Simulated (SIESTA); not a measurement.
Band structure of Mg2Zn (Cmcm, 6 atoms in the cell).

```
Mg2Zn
1.0
    4.75342    -2.51125     0.00000
    4.75342     2.51125     0.00000
    0.00000     0.00000     4.73874
Mg Zn
4 2
Cartesian
  6.22860   1.52704   3.55405
  3.27824  -1.52704   1.18468
  6.22860  -1.52704   1.18468
  3.27824   1.52704   3.55405
  4.75342  -0.88125   3.55405
  4.75342   0.88125   1.18468
```

Method of the run: GGA PBEsol, numerical atomic orbitals DZP, PseudoDojo PBEsol standard norm-conserving potentials (rewritten from UPF to PSML) in SIESTA.

Settings: XC.functional = GGA; XC.authors = PBEsol; potentials = PseudoDojo PBEsol standard; PAO.BasisSize = DZP; PAO.EnergyShift = 0.01 Ry; MeshCutoff = 300 Ry; kgrid.MonkhorstPack = 5 5 5; OccupationFunction = MP; OccupationMPOrder = 0; ElectronicTemperature = 0.272 eV; MaxSCFIterations = 150; SCF.Mixer.Method = Pulay; SCF.Mixer.Weight = 0.1; SCF.Mixer.History = 8.

The starting cell comes from a database of computed structures (which also holds hypothetical and non-ambient phases and stackings), without a prior relaxation at this level. Values carry the incompleteness of an atom-centred basis.

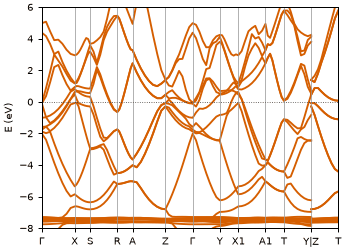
Bands along the path, energies from the Fermi level.

Levels in eV from the Fermi level, bands 37 to 42:
| point | 37 | 38 | 39 | 40 | 41 | 42 |
|---|---|---|---|---|---|---|
| Γ | -1.89 | -1.77 | -1.59 | -1.01 | -0.12 | -0.09 |
| X | -5.36 | -0.08 | 0.48 | 0.62 | 0.79 | 0.93 |
| S | -3.02 | -2.94 | -0.29 | 0.32 | 0.55 | 0.83 |
| R | -4.52 | -4.52 | -1.75 | -1.75 | -0.65 | -0.65 |
| A | -4.02 | -4.02 | -3.66 | -3.66 | 2.43 | 2.43 |
| Z | -0.29 | -0.29 | -0.09 | -0.09 | 0.44 | 0.44 |
| Y | -2.47 | -2.43 | -0.83 | 0.45 | 0.52 | 0.68 |
| X1 | -5.36 | -0.08 | 0.48 | 0.62 | 0.79 | 0.93 |
| A1 | -4.02 | -4.02 | -3.66 | -3.66 | 2.43 | 2.43 |
| T | -4.42 | -4.42 | -1.11 | -1.11 | 0.06 | 0.06 |

Bands cross the Fermi level along this path, so the cell is metallic at this level.

Higher empty bands are left out: an atom-centred basis made for the valence describes them poorly.
